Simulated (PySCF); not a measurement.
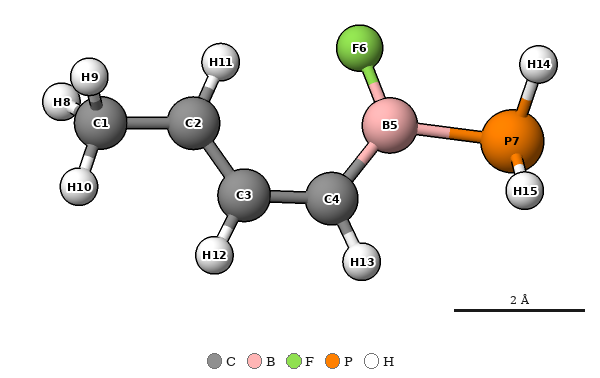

Fig. 1: The structure as given in the input (ball-and-stick view, seen at a tilt; atoms are numbered from 1 in the order of the input). Bond lengths as drawn: B–C 1.52 Å, B–F 1.34 Å, B–P 1.91 Å, C–C 1.36 to 1.48 Å, C–H 1.08 to 1.09 Å and H–P 1.38 Å.

## EPR calculation of C4H8BFP

The run: EPR calculation of C4H8BFP, multiplicity 2. Method and program: UKS B3LYP, pcH-1 on B C F H P, non-relativistic, mean-field spin-orbit, GIAO (PySCF 2.14.0).

It belongs to a series of runs on one base structure; here: H added to sp2 C.

**The input**
```
{"job": {"kind": "epr", "basis": "pcH-1"}, "charge": 0, "multiplicity": 2}
C     -2.807619     0.389229    -0.346751
C     -1.331145     0.275726    -0.345684
C     -0.643768    -0.667624     0.357975
C      0.750210    -0.823766     0.366936
B      1.798981     0.010126    -0.340471
F      1.506879     0.870157    -1.325338
P      3.654308    -0.183688     0.082579
H     -3.192157     0.261585    -1.360217
H     -3.110360     1.385358    -0.019206
H     -3.268282    -0.353979     0.300091
H     -0.792427     0.988343    -0.951196
H     -1.223926    -1.357523     0.962863
H      1.113013    -1.614392     1.015690
H      3.998979     1.154567     0.128235
H      3.542900    -0.326129     1.452582
```

The first line tells a small driver script what to run in PySCF; the rest is the geometry in Å.

Launch command:
```bash
OMP_NUM_THREADS=1 python <driver script> task.json out
```

**Output**
```
UKS, coarse grid
  cycle   1  E = -623.26697817  |g| = 4.14e-01
  cycle   2  E = -623.21959153  |g| = 5.88e-01
  cycle   3  E = -623.33330490  |g| = 7.32e-02
  cycle   4  E = -623.33518127  |g| = 3.23e-02
  cycle   5  E = -623.33570081  |g| = 6.62e-03
  cycle   6  E = -623.33575180  |g| = 4.77e-03
  cycle   7  E = -623.33577105  |g| = 2.29e-03
  cycle   8  E = -623.33577593  |g| = 1.49e-03
  cycle   9  E = -623.33577811  |g| = 1.94e-04
UKS, final grid
  cycle   1  E = -623.33581804  |g| = 2.14e-04
  cycle   2  E = -623.33581803  |g| = 2.89e-04
  cycle   3  E = -623.33581807  |g| = 4.71e-05
  cycle   4  E = -623.33581807  |g| = 2.36e-05
E = -623.33581807 Eh   <S^2> = 0.7692 (exact 0.7500)
g shifts (ppm)      1          2          3
  rmc          -140       -140       -140
  gc              5         35         35
  oz_so        -203        702       1662
  total        -338        596       1557
hyperfine (MHz)  atom isotope    a_iso     a_fc   dipolar eigenvalues
    0   13C     -18.60     -18.61     -1.73      0.51      1.23
    1   13C      44.50      44.55    -42.97    -41.87     84.83
    2   13C     -38.23     -38.24    -20.94      8.07     12.87
    3   13C      37.62      37.70    -43.79    -42.18     85.98
    4   11B     -13.63     -13.67     -7.48     -2.92     10.41
    5   19F      15.57      15.20    -33.84    -28.85     62.69
    6   31P      56.19      56.34    -17.00    -15.94     32.95
    7    1H      67.45      67.45     -3.27     -2.03      5.30
    8    1H      64.98      64.98     -3.20     -2.05      5.25
    9    1H       1.42       1.42     -2.51     -2.23      4.74
   10    1H     -33.01     -33.02    -16.77     -2.59     19.36
   11    1H       8.61       8.61     -4.51     -0.37      4.88
   12    1H     -33.24     -33.24    -21.06     -1.00     22.06
   13    1H       9.09       9.09     -1.39     -0.63      2.02
   14    1H      14.39      14.38     -1.99     -0.84      2.83
```

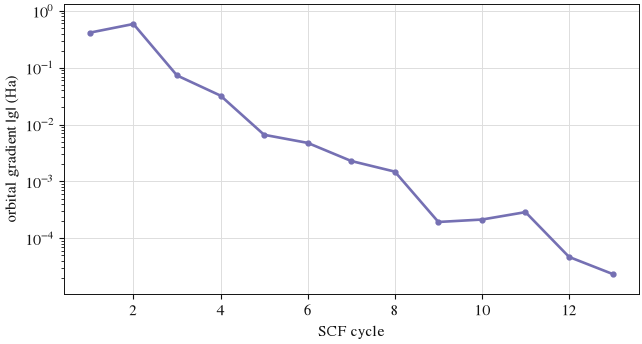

Fig. 2: Convergence of the self-consistent field: orbital gradient |g| against the SCF cycle. All cycles printed in the log are drawn one after another.

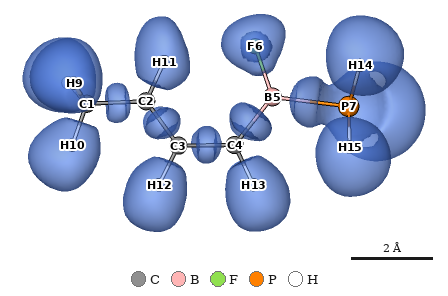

Fig. 3: Isosurface of the ELF at 0.75 (blue), seen face on. Only the valence region is drawn (cores and ρ < 0.01 e/Å³ removed). Profiles from the grid: B–F (1.34 Å): the ELF peaks at about 0.85 between the atoms (a polar covalent bond). C–C (1.36 Å): the ELF peaks at about 0.95 between the atoms, which marks a shared electron pair.

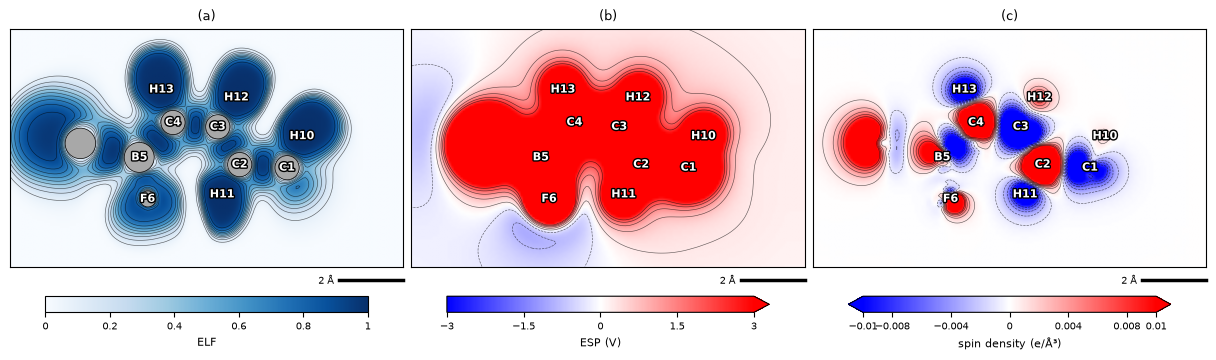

Fig. 4: (a) electron localisation function; (b) molecular electrostatic potential; (c) spin density on the plane of atoms C3, C4 and H13. Grey discs, where drawn, cover atomic cores. Atoms in the plane: C, B, F and H. C–C (1.36 Å): the ELF peaks at about 0.95 between the atoms, which marks localised, shared-pair bonding. C–B (1.52 Å): the ELF peaks at about 0.95 between the atoms (a shared electron pair). C–C (1.48 Å): the ELF peaks at about 0.95 between the atoms (localised, shared-pair bonding). The unpaired spin (1 electron) lies mostly on C4 (about 0.4), C2 (about 0.3) and B5 (about 0.1), in electrons by Hirshfeld's partition.

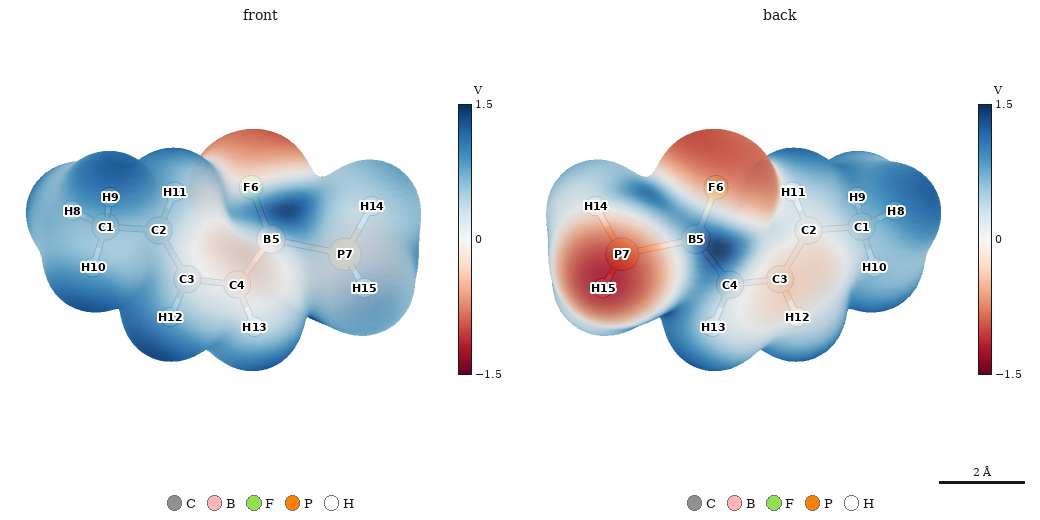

Fig. 5: The electrostatic potential painted on the density surface at 0.004 e/bohr³, seen at a tilt and from behind; red is negative and blue positive. A positive charge is drawn to the negative regions and a negative charge to the positive ones.

**Summary**

```json
{"quantity": "outcome", "value": "converged"}
{"quantity": "total energy", "value": "−623.335818 hartree"}
{"quantity": "⟨S²⟩", "value": "0.769"}
{"quantity": "isotropic g", "value": "2.0029"}
{"quantity": "hardware", "value": "1 CPU thread, shared host"}
{"quantity": "wall time", "value": "80 s"}
{"quantity": "peak memory", "value": "1 GiB"}
```
